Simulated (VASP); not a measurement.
Data:

```
CELL_PARAMETERS angstrom
      0.00000     1.97430     1.97430
      1.97430     0.00000     1.97430
      1.97430     1.97430     0.00000
ATOMIC_POSITIONS crystal
  Pt 0.00000 0.00000 0.00000
```

Level of theory: rev-vdW-DF2, VASP's PBE PAW potentials (set 64) (plane waves; VASP). Settings: 520 eV cut-off, 18×18×18 Γ-centred mesh, tetrahedra with Blöchl corrections, potentials Pt.

Unless said otherwise, spin-orbit coupling is left out, though it shifts the bands of the heavy elements here.

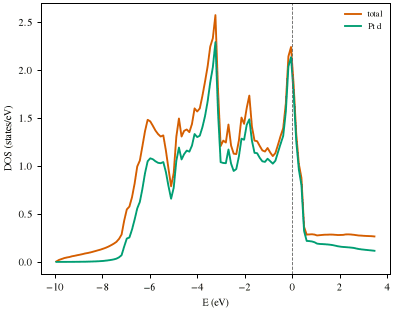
Figure: Total and projected density of states, zero at the Fermi level

Within 2 eV below the Fermi level the largest weight inside VASP's projection spheres is Pt d.

It has no gap at this level: it comes out as a metal or semimetal.

The compound is Pt in the fcc structure. It was relaxed first.
